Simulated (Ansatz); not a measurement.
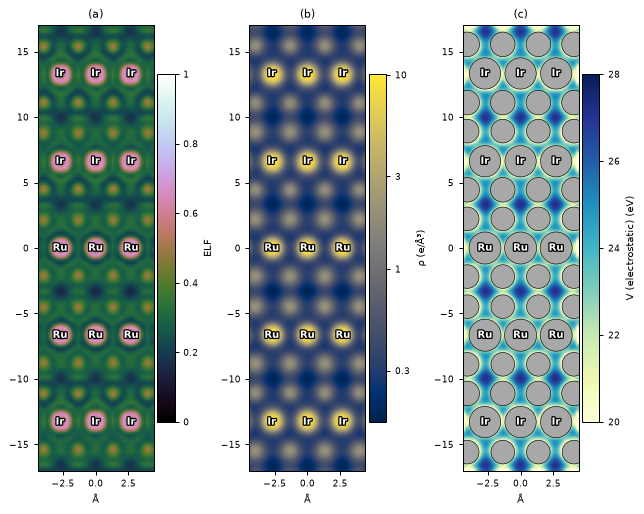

Figure 1: Ir₃Ru₂. (a) ELF; (b) valence pseudo-density; (c) electrostatic potential energy of an electron on the (010) plane of the conventional cell. Grey discs cover the atomic cores in the potential map.

Space group R-3m; a structure generated by program, which may or may not match a known phase; computed without spin polarisation.

Level of theory: DFT PBE, scalar-relativistic, plane waves, PAW (Ansatz 0.2.0).

In a PAW calculation such maps are meaningful between the atoms, not at the nuclei.

The calculation's input:

```
crystal:
  lattice:
    - [1.3588189, 0.7845144, 11.109915]
    - [-1.3588189, 0.7845144, 11.109915]
    - [0.0, -1.5690289, 11.109915]
  atoms:
    - { symbol: Ru, position: [0.099945, 0.099945, 0.099945] }
    - { symbol: Ru, position: [0.900055, 0.900055, 0.900055] }
    - { symbol: Ir, position: [0.298855, 0.298855, 0.298855] }
    - { symbol: Ir, position: [0.701145, 0.701145, 0.701145] }
    - { symbol: Ir, position: [0.5, 0.5, 0.5] }
basis:
  ecutwfc: 420
kpoints:
  mp_grid: { grid: [18, 18, 18] }
hamiltonian:
  xc: pbe
scf:
  occupations: { method: gaussian, width: 0.1 }
output:
  forces: true
  stress: true
  eigenvalues: true
  write_density: true
  write_potential: true
  elf: true
  volumetric_format: npy
relax:
  adjacent_minimum: "off"
  f_tol: 0.01
  max_steps: 80
  cell: { stress_tol: 0.05 }
```

Launched as:

```sh
ansatz run input.yaml --threads 1 --pin off --max-ram 3072MiB --backend cpu --events-out ev --progress --plain --runs-dir out
```

Below, planes, directions and counts refer to the conventional cell (a = 2.72 Å, b = 2.72 Å, c = 33.33 Å, α = 90.00°, β = 90.00°, γ = 120.00°).

The fields are those of the run's last geometry, not of the input's.

Read the bonding off the picture.

The section cuts through Ru and Ir sites. Atoms just off the plane (Ru, 0.8 Å away and Ir, 0.8 Å away) can leave unmarked features too. Ru–Ru (2.72 Å): ρ is about 0.38 e/Å³ halfway; the ELF is about 0.30 at the midpoint. Ir–Ir (2.72 Å): ρ is about 0.44 e/Å³ halfway; the ELF is about 0.35 at the midpoint. Between the atoms the lowest density in this plane is 0.16 e/Å³. The features right at Ru and Ir lie inside the PAW spheres, where the map follows smoothed inner orbitals and isn't to be read closely. Outside the cores the potential energy rises away from the atoms and is highest about 1.9 Å from the nearest atoms; its zero is arbitrary.
